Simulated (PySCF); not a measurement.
# Cl₄H₄O₂Sn (trans-Sn(H2O)2Cl4): what the fields show

The calculation's input:

```
{"job": {"kind": "uv", "xc": "PBE0", "basis": "def2-SVPD", "ip": true, "nstates": 10}, "charge": 0, "multiplicity": 1}
Sn     0.004123    -0.007658    -0.002082
O      0.090453    -0.035459     2.273624
H     -0.852158    -0.058896     2.515214
H      0.386109     0.868494     2.480543
O     -0.079623     0.012970    -2.278508
H     -0.335800    -0.907264    -2.468296
H      0.858971     0.074163    -2.527075
Cl     2.353763    -0.283256    -0.300799
Cl    -2.344008     0.265047     0.316831
Cl     0.317827     2.345073     0.242473
Cl    -0.313331    -2.359455    -0.268425
```

Launched as:

```sh
OMP_NUM_THREADS=1 python probes_run.py task.json out
```

Geometry: PBE0-D3(BJ)/def2-SVP; core potentials replace the inner electrons of Sn.

The calculation used PBE0/def2-SVPD, SCF density, gas phase, scalar-relativistic core potentials on the heavy atoms in PySCF.

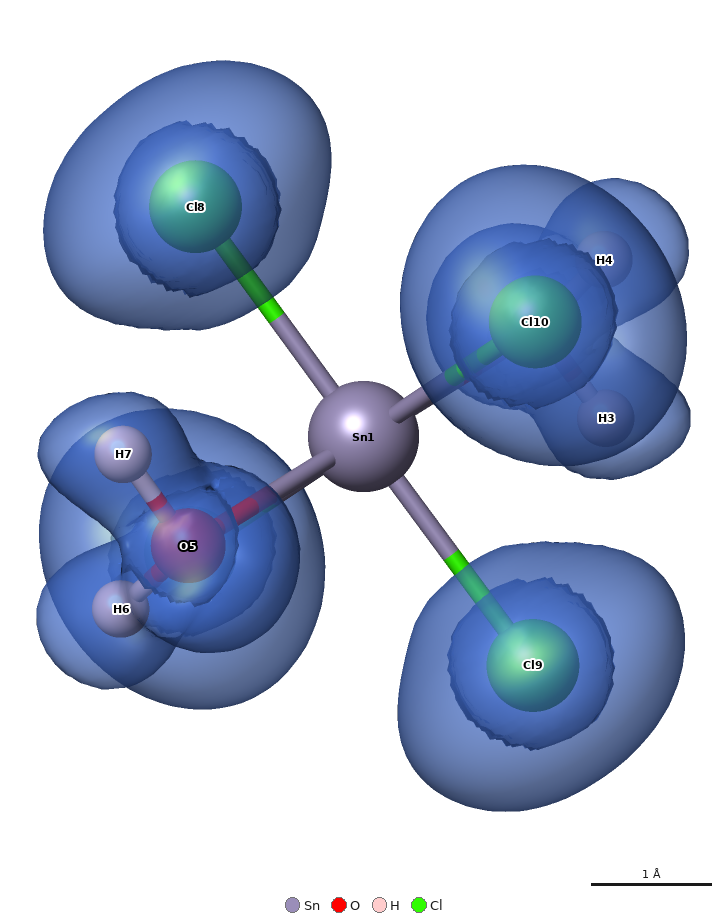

Figure 1. Isosurface of the ELF at 0.75 (blue), seen at a tilt. Only the valence region is drawn (cores and ρ < 0.01 e/Å³ removed).

Question: Identify the bonds, lone pairs and shells in this picture.

Answer: The surface consists of four regions wrapped around Cl (the valence shell of each) and two joined regions spread over several atoms (H, O), in which their bonds and any lone pairs are merged.


Sn–O (2.28 Å): the ELF is about 0.15 at the midpoint. Sn–Cl (2.38 Å): the ELF peaks at about 0.85 in the valence shell of Cl, 0.9 Å from its nucleus, and drops to about 0.15 between the two atoms.

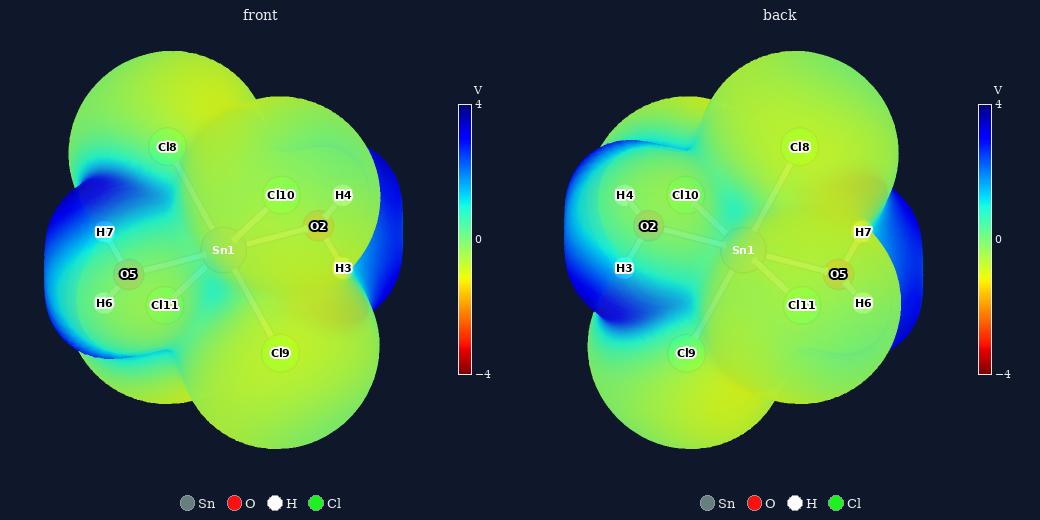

Figure 2. The electrostatic potential painted on the density surface at 0.002 e/bohr³, seen from the front and from behind; the colour scale runs from red (negative) to blue (positive).

Question: Which sites attract a positive test charge, and which a negative one?

Answer: A positive charge is drawn to the negative regions and a negative charge to the positive ones. The most negative region (about −0.9 V, or −21 kcal/mol for a unit charge) lies over Cl8, Cl9, Cl10 and Cl11, the most positive (about +3.4 V, or +78 kcal/mol for a unit charge) over H3, H4, H6 and H7.

Question: What dipole moment does the calculation give?

Answer: Its dipole moment is 0.07 D.

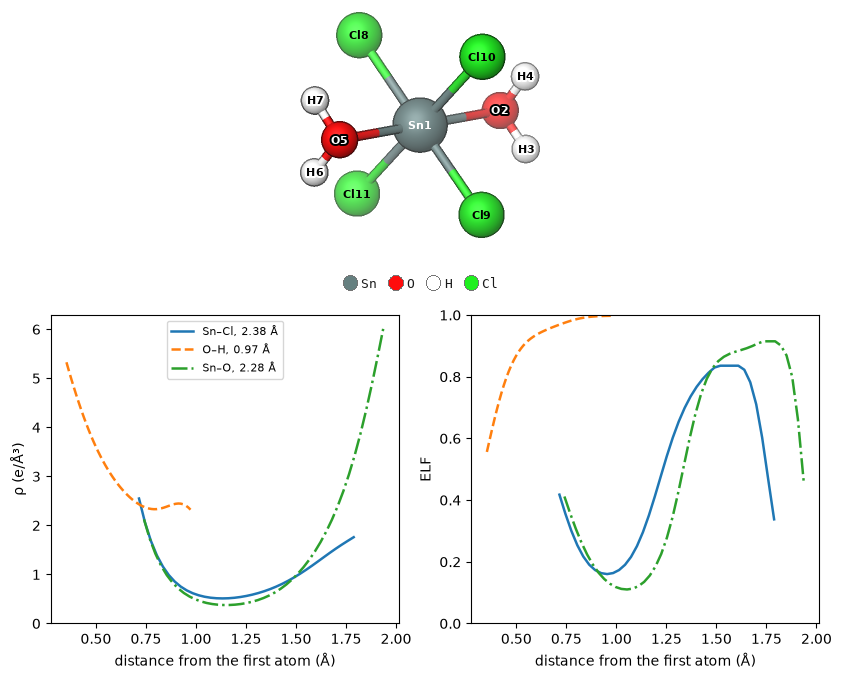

Figure 3. Electron density and electron localisation function along straight lines between neighbouring atoms. The curves leave out the atomic cores. The structure is drawn too.

Question: Compare the contacts.

Answer: Sn–Cl (2.38 Å): the density is about 0.52 e/Å³ at the midpoint; the ELF peaks at about 0.85 in the valence shell of Cl, 0.9 Å from its nucleus, and drops to about 0.15 between the two atoms.
O–H (0.97 Å): ρ is about 3.7 e/Å³ halfway; the ELF climbs to about 1 towards the hydrogen, as it does in any bond to H (an ordinary covalent bond to hydrogen).
Sn–O (2.28 Å): the density is about 0.38 e/Å³ at the midpoint; the ELF is about 0.15 at the midpoint.
